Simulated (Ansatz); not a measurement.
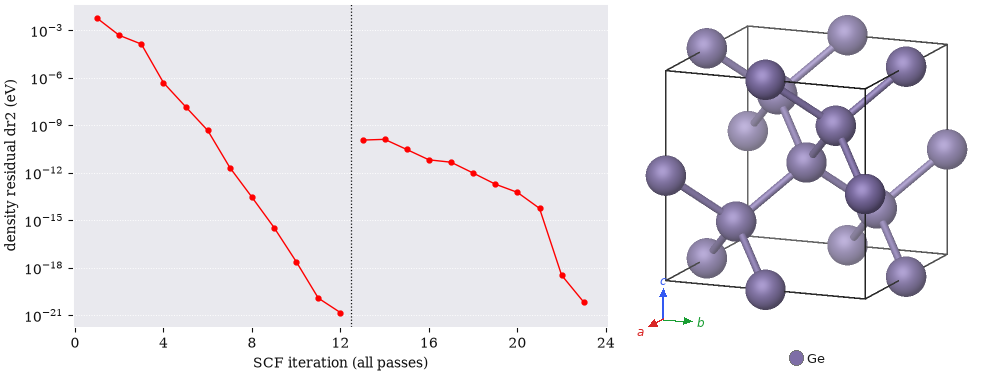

Beside the plot: the structure in its conventional cell.

The plot shows the SCF iterations of a calculation: density residual dr2. Each stretch between dotted lines is the SCF of one geometry step of a relaxation. The starting density is a sum of atomic densities corrected by a trained network. Pass 2 re-solves the same geometry on a plane-wave basis chosen afresh for the new cell.

Ge (2 atoms in the cell), run with Ansatz.

```
crystal:
  lattice:
    - [0.0, 2.83742711, 2.83742711]
    - [2.83742711, 0.0, 2.83742711]
    - [2.83742711, 2.83742711, 0.0]
  atoms:
    - { symbol: Ge, position: [0.0, 0.0, 0.0] }
    - { symbol: Ge, position: [0.25, 0.25, 0.25] }
basis:
  ecutwfc: 500
kpoints:
  mp_grid: { grid: [12, 12, 12] }
hamiltonian:
  xc: r2scan
scf:
  occupations: { method: gaussian, width: 0.02 }
  convergence: { dr2_threshold: 1.0e-20 }
  max_iter: 60
output:
  forces: true
  eigenvalues: true
  stress: true
relax:
  adjacent_minimum: "off"
  f_tol: 0.005
  max_steps: 80
  cell: { stress_tol: 0.05 }
```

Command:
```bash
ansatz run input.yaml --threads 8 --pin off --max-ram 20480MiB --backend cpu --events-out ev --progress --plain --runs-dir out
```

**Did the calculation converge?**

It converged, after 23 iterations in all. There are 2 passes, of 12 and 11 iterations. In pass 1, the residual falls at every step. The relaxation met its thresholds.

**Is anything amiss with this input?**

The input holds an odd setting (a threshold meant to be out of reach), but it does no harm here.
